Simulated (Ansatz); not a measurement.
# C₆H₁₁GeNSi: basis-set convergence

How large a basis does C₆H₁₁GeNSi need? Two functionals are run in growing sets.

Computed with Ansatz 0.2.0, Gaussian basis. Level: one geometry, several basis sets.

Levels to be run: PBE0-D4/def2-SVP; ωB97M-V/def2-SVP; PBE0-D4/def2-QZVPP; ωB97M-V/def2-QZVPP; the functionals' def2-TZVPP values are taken from earlier runs.

## (1) The geometry

The geometry comes from an earlier relaxation with PBE0-D4 in a triple-zeta def2 set; it is a stationary point, not always the lowest conformer.

SMILES `[SiH3][N]([GeH3])c1ccccc1`, 20 atoms, charge 0, spin multiplicity 1.

Atoms are counted from 1 here; the program's logs count them from 0.

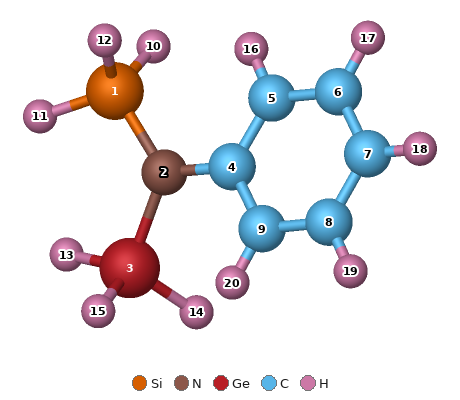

The geometry (silicon orange, nitrogen brown, germanium red, carbon blue, hydrogen pink); atoms are numbered from 1 in the order of the file.

## (2) PBE0-D4 in def2-SVP

File in.yaml:

```yaml
crystal:
  periodic: [false, false, false]
  atoms:
    - {symbol: Si, position_ang: [-1.259841, -1.452749, 1.760541]}
    - {symbol: N, position_ang: [-0.905625, -0.011693, 0.856966]}
    - {symbol: Ge, position_ang: [-1.838107, 1.565370, 1.174961]}
    - {symbol: C, position_ang: [0.110321, -0.015718, -0.107499]}
    - {symbol: C, position_ang: [1.085141, -1.019190, -0.114949]}
    - {symbol: C, position_ang: [2.084017, -1.036744, -1.072468]}
    - {symbol: C, position_ang: [2.150031, -0.051695, -2.045820]}
    - {symbol: C, position_ang: [1.193213, 0.951007, -2.046144]}
    - {symbol: C, position_ang: [0.186276, 0.969528, -1.096397]}
    - {symbol: H, position_ang: [-0.204613, -1.793395, 2.755662]}
    - {symbol: H, position_ang: [-2.527948, -1.200803, 2.486806]}
    - {symbol: H, position_ang: [-1.414120, -2.613059, 0.844792]}
    - {symbol: H, position_ang: [-2.629855, 1.338603, 2.466506]}
    - {symbol: H, position_ang: [-0.820231, 2.705324, 1.326668]}
    - {symbol: H, position_ang: [-2.796038, 1.874565, 0.010183]}
    - {symbol: H, position_ang: [1.076616, -1.789303, 0.649549]}
    - {symbol: H, position_ang: [2.824027, -1.828762, -1.048811]}
    - {symbol: H, position_ang: [2.935060, -0.065162, -2.791845]}
    - {symbol: H, position_ang: [1.221723, 1.729647, -2.800098]}
    - {symbol: H, position_ang: [-0.561744, 1.753529, -1.142505]}
basis:
  gaussian: {orbitals: def2-SVP}
hamiltonian: {xc: pbe0, dispersion: d4}
output: {orbitals: {seedname: orbitals}}
```

Launch:

```
$ ansatz run in.yaml --threads 4 --pin off --events-out ev --progress --plain --max-ram 46080MiB --backend cpu
```

Log:

```text
Functional definition: PBE0
  name "PBE0"
  cite "Adamo & Barone, J. Chem. Phys. 110, 6158 (1999) doi:10.1063/1.478522"
  cite "Perdew, Burke & Ernzerhof, Phys. Rev. Lett. 77, 3865 (1996) doi:10.1103/PhysRevLett.77.3865"
  parent pbe
  parameter a = 0.25
  parameter kappa = 0.804
  parameter beta = 0.06672455060314922
  exchange = (1 - a)*pbe_x(kappa = kappa, mu = beta*pi^2/3) + a*exact_x
  correlation = pbe_c(beta = beta)
2344 factors; their error is unknown
mean field evaluation 1: about -72243.8421 eV, gradient 5.9e1 eV
mean field evaluation 2: about -72238.9724 eV, gradient 7.5e1 eV
mean field evaluation 4: about -72252.1986 eV, gradient 5.7e0 eV
mean field evaluation 8: about -72252.4305 eV, gradient 4.0e-1 eV
mean field evaluation 16: about -72252.4309 eV, gradient 3.7e-5 eV
mean field -72252.43085147 eV, -2655.2278593349 hartree, gradient 3.7e-5 eV, S^2 0.000000; 0 other end points of the search recorded, 0 dependent functions left out
reference -72252.43088878 eV, -2655.2278607062 hartree; 50, 50 occupied and 153, 153 virtual orbitals, 2344 factors
Total energy: -72253.00947565 eV, -2655.2491233814 hartree
```

Wall time 4.1 s (4 threads of AMD EPYC 7R13, shared host).

## (3) ωB97M-V in def2-SVP

Edit in.yaml of step 2 so:

```diff
@@ -25,3 +25,3 @@
   gaussian: {orbitals: def2-SVP}
-hamiltonian: {xc: pbe0, dispersion: d4}
+hamiltonian: {xc: {name: wB97M-V}}
 output: {orbitals: {seedname: orbitals}}
```

The command is unchanged.

Log, shortened:

```text
Functional definition: wB97M-V
  name "wB97M-V"
  cite "Mardirossian & Head-Gordon, J. Chem. Phys. 144, 214110 (2016) doi:10.1063/1.4952647"
  cite "Becke, J. Chem. Phys. 107, 8554 (1997) doi:10.1063/1.475007"
  cite "Vydrov & Van Voorhis, J. Chem. Phys. 133, 244103 (2010) doi:10.1063/1.3521275"
  # Of w^i u^j: cxij and so on, Table III.
[...]
  gx(w, u) = 1 - cx + cx01*u + cx10*w
  gss(w, u) = css00 + css04*u^4 + css10*w + css20*w^2 + css43*w^4*u^3
  gos(w, u) = cos00 + cos10*w + (cos20 + cos21*u)*w^2 + (cos60 + cos61*u)*w^6
[...]
      + integral(e_c_pw_mod_opposite_spin*gos(b97_w_opposite, b97_u_opposite)) + vv10(b, c)
2332 factors; their error is unknown
578 factors; integrals over basis functions are off by at most 5.7e-6 eV
[...]
mean field -72264.86553889 eV, -2655.6848256689 hartree, gradient 1.8e-5 eV, S^2 0.000000; 0 other end points of the search recorded, 0 dependent functions left out
reference -72264.86559782 eV, -2655.6848278348 hartree; 50, 50 occupied and 153, 153 virtual orbitals, 2332 factors
Total energy: -72264.86559782 eV, -2655.6848278348 hartree
```

It took 13 s on 4 threads of AMD EPYC 7R13, shared host; peak memory 1.3 GiB.

## (4) PBE0-D4 in def2-QZVPP

Edit in.yaml of step 3 so:

```diff
@@ -24,4 +24,4 @@
 basis:
-  gaussian: {orbitals: def2-SVP}
-hamiltonian: {xc: {name: wB97M-V}}
+  gaussian: {orbitals: "def2-QZVPP.json"}
+hamiltonian: {xc: pbe0, dispersion: d4}
 output: {orbitals: {seedname: orbitals}}
```

Launch:

```
$ ansatz run in.yaml --threads 4 --pin off --events-out ev --progress --plain --max-ram 46080MiB --backend cuda --devices 0, --max-vram 37GiB
```

Log:

```text
Functional definition: PBE0
  name "PBE0"
  cite "Adamo & Barone, J. Chem. Phys. 110, 6158 (1999) doi:10.1063/1.478522"
  cite "Perdew, Burke & Ernzerhof, Phys. Rev. Lett. 77, 3865 (1996) doi:10.1103/PhysRevLett.77.3865"
  parent pbe
  parameter a = 0.25
  parameter kappa = 0.804
  parameter beta = 0.06672455060314922
  exchange = (1 - a)*pbe_x(kappa = kappa, mu = beta*pi^2/3) + a*exact_x
  correlation = pbe_c(beta = beta)
2820 factors; their error is unknown
mean field evaluation 1: about -72258.7200 eV, gradient 7.9e1 eV
mean field evaluation 2: about -72241.4768 eV, gradient 1.1e2 eV
mean field evaluation 4: about -72272.1412 eV, gradient 1.2e1 eV
mean field evaluation 8: about -72272.5033 eV, gradient 3.1e-1 eV
mean field evaluation 16: about -72272.6570 eV, gradient 2.7e-4 eV
mean field -72272.65704200 eV, -2655.9711581270 hartree, gradient 7.6e-5 eV, S^2 0.000000; 0 other end points of the search recorded, 0 dependent functions left out
reference -72272.65709847 eV, -2655.9711602025 hartree; 50, 50 occupied and 838, 838 virtual orbitals, 2820 factors
Total energy: -72273.23568534 eV, -2655.9924228777 hartree
```

It took 4.6 s on 1 × H100 (card shared with other runs) with 4 threads of AMD EPYC 7R13, shared host; peak host memory 1.5 GiB.

## (5) ωB97M-V in def2-QZVPP

Edit in.yaml of step 4 so:

```diff
@@ -25,3 +25,3 @@
   gaussian: {orbitals: "def2-QZVPP.json"}
-hamiltonian: {xc: pbe0, dispersion: d4}
+hamiltonian: {xc: {name: wB97M-V}}
 output: {orbitals: {seedname: orbitals}}
```

The command is unchanged.

Log, shortened:

```text
Functional definition: wB97M-V
  name "wB97M-V"
  cite "Mardirossian & Head-Gordon, J. Chem. Phys. 144, 214110 (2016) doi:10.1063/1.4952647"
  cite "Becke, J. Chem. Phys. 107, 8554 (1997) doi:10.1063/1.475007"
  cite "Vydrov & Van Voorhis, J. Chem. Phys. 133, 244103 (2010) doi:10.1063/1.3521275"
  # Of w^i u^j: cxij and so on, Table III.
[...]
  gx(w, u) = 1 - cx + cx01*u + cx10*w
  gss(w, u) = css00 + css04*u^4 + css10*w + css20*w^2 + css43*w^4*u^3
  gos(w, u) = cos00 + cos10*w + (cos20 + cos21*u)*w^2 + (cos60 + cos61*u)*w^6
[...]
      + integral(e_c_pw_mod_opposite_spin*gos(b97_w_opposite, b97_u_opposite)) + vv10(b, c)
2788 factors; their error is unknown
701 factors; integrals over basis functions are off by at most 1.0e-5 eV
[...]
mean field -72285.37250269 eV, -2656.4384426886 hartree, gradient 8.7e-5 eV, S^2 0.000000; 0 other end points of the search recorded, 0 dependent functions left out
reference -72285.37259141 eV, -2656.4384459488 hartree; 50, 50 occupied and 838, 838 virtual orbitals, 2788 factors
Total energy: -72285.37259141 eV, -2656.4384459488 hartree
```

It took 6.5 s on 1 × H100 (card shared with other runs) with 4 threads of AMD EPYC 7R13, shared host; peak host memory 1.7 GiB.

## (6) Functionals by basis

The def2-TZVPP values come from earlier runs at the same geometry.

```csv
functional,basis,functions,energy (eV),from the largest (eV),HOMO (eV),LUMO (eV)
PBE0-D4,def2-SVP,203,-72253.0095,20.226,-6.15,-0.11
PBE0-D4,def2-TZVPP,461,-72271.3197,1.916,-6.19,-0.29
PBE0-D4,def2-QZVPP,888,-72273.2357,0.000,-6.20,-0.33
ωB97M-V,def2-SVP,203,-72264.8656,20.507,-8.16,1.95
ωB97M-V,def2-TZVPP,461,-72283.5407,1.832,-8.22,1.68
ωB97M-V,def2-QZVPP,888,-72285.3726,0.000,-8.23,1.43
```

## (7) Summary of results

| quantity | value |
| --- | --- |
| PBE0-D4: double and triple zeta above quadruple | 20.23, 1.92 eV |
| ωB97M-V: double and triple zeta above quadruple | 20.51, 1.83 eV |

**Reading.** For PBE0-D4 the step from double to triple zeta gains 18.31 eV and the next only 1.92 eV. Total energies overstate the basis error of differences, where much of it tends to cancel. The LUMO of ωB97M-V is positive and keeps falling with the basis (1.95 to 1.43 eV): an unbound level that the basis holds in place.
